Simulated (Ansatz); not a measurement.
CH6NO3Ta (SMILES C[N]=[Ta]([OH])([OH])[OH])

Input

```
crystal:
  periodic: [false, false, false]
  atoms:
    - {symbol: C, position_ang: [-0.324778, -1.963672, 0.581530]}
    - {symbol: N, position_ang: [-0.097787, -0.622010, 0.185181]}
    - {symbol: Ta, position_ang: [0.185112, 1.051942, -0.309293]}
    - {symbol: O, position_ang: [1.929053, 1.191736, -1.094693]}
    - {symbol: O, position_ang: [-1.145668, 1.564252, -1.591587]}
    - {symbol: O, position_ang: [0.074502, 2.191388, 1.229260]}
    - {symbol: H, position_ang: [0.542672, -2.597886, 0.363427]}
    - {symbol: H, position_ang: [-1.187122, -2.395000, 0.059428]}
    - {symbol: H, position_ang: [-0.522313, -2.035335, 1.657687]}
    - {symbol: H, position_ang: [2.596271, 0.521595, -1.234737]}
    - {symbol: H, position_ang: [-1.873511, 1.063109, -1.956260]}
    - {symbol: H, position_ang: [-0.099434, 1.974678, 2.143955]}
basis:
  gaussian: {orbitals: def2-TZVPP}
hamiltonian: {xc: pbe0, dispersion: d4}
output: {orbitals: {seedname: orbitals}}
```

Launched as:

```sh
ansatz run in.yaml --threads 4 --pin off --events-out ev --progress --plain --max-ram 11315MiB
```

Geometry: PBE0-D4/def2-TZVP; core potentials replace the inner electrons of Ta.

Method: RKS PBE0-D4/def2-TZVPP (Ansatz).

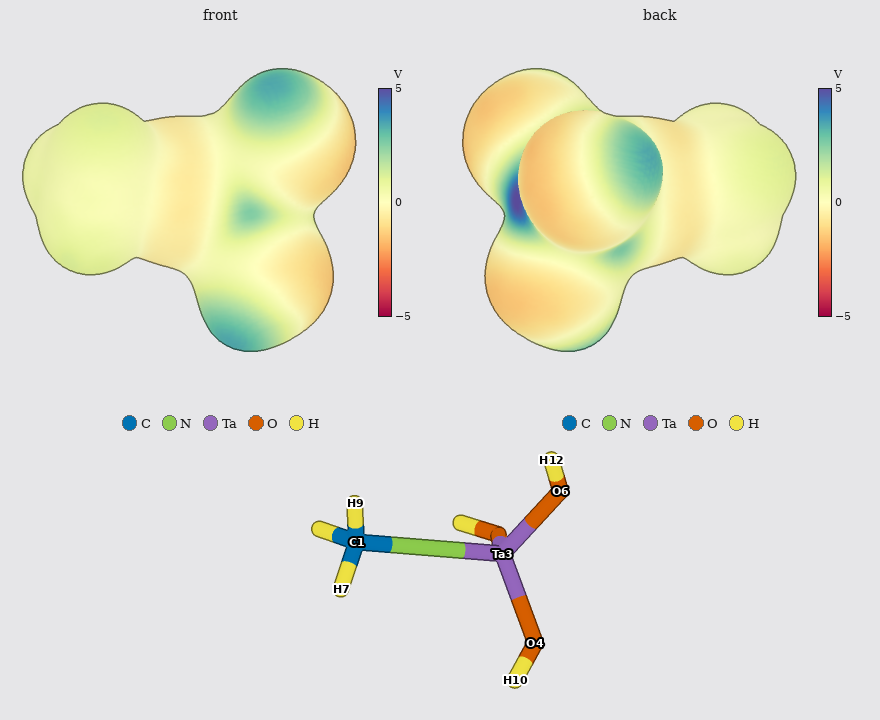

Figure 1. The molecular electrostatic potential painted on the density surface at 0.004 e/bohr³, seen from the front and from behind; the colour scale runs from red (negative) to blue (positive). The bare structure is drawn below in the same view.

Where is the surface potential most negative and most positive?

Answer. The most negative region (about −1.5 V, or −35 kcal/mol for a unit charge) lies over O4, O5 and O6, the most positive (about +4.6 V, or +106 kcal/mol for a unit charge) over Ta3.

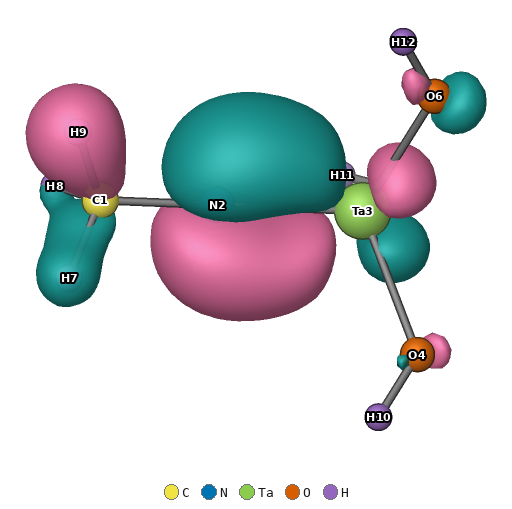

Figure 2. The HOMO at ±0.15 Å⁻³ᐟ² (teal and pink are the two phases), seen at a tilt.

Describe this orbital and give its energy.

Answer. By Hirshfeld shares it lies mainly on N2 (about 50 %), Ta3 (about 25 %) and C1 (about 10 %). It is one of a degenerate set, so its orientation is arbitrary. Its energy is −7.11 eV.

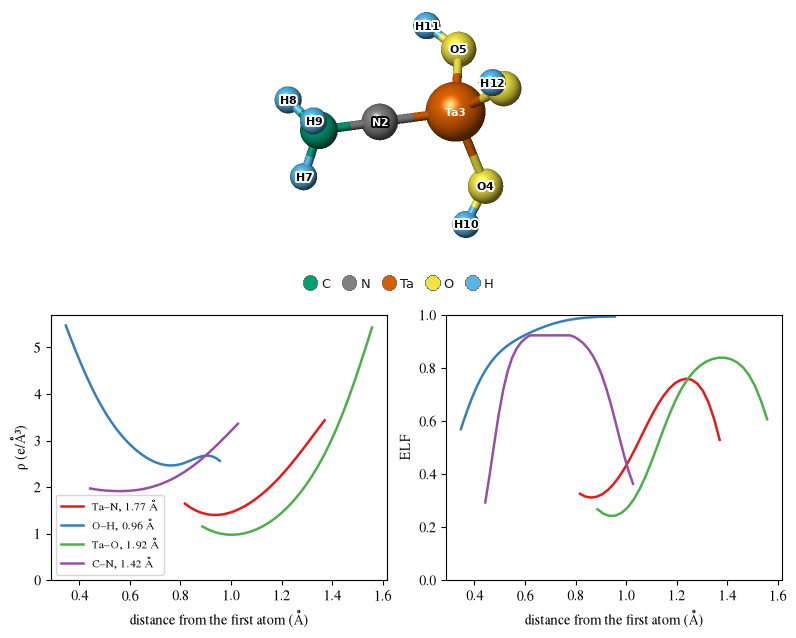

Figure 3. Electron density and electron localisation function along straight lines between neighbouring atoms. The curves leave out the atomic cores. The structure is drawn too.

Compare the contacts.

Answer. Ta–N (1.77 Å): the density is about 1.4 e/Å³ at the midpoint; the ELF peaks at about 0.75 in the valence shell of N, 0.5 Å from its nucleus, and drops to about 0.30 between the two atoms.
O–H (0.96 Å): ρ is about 3.8 e/Å³ halfway; the ELF climbs to about 1 towards the hydrogen, as it does in any bond to H; a covalent bond by its length.
Ta–O (1.92 Å): ρ at the midpoint is about 1 e/Å³; the ELF peaks at about 0.85 in the valence shell of O, 0.6 Å from its nucleus, and drops to about 0.25 between the two atoms.
C–N (1.42 Å): ρ is about 2 e/Å³ halfway; the ELF peaks at about 0.90 between the atoms (a covalent bond).
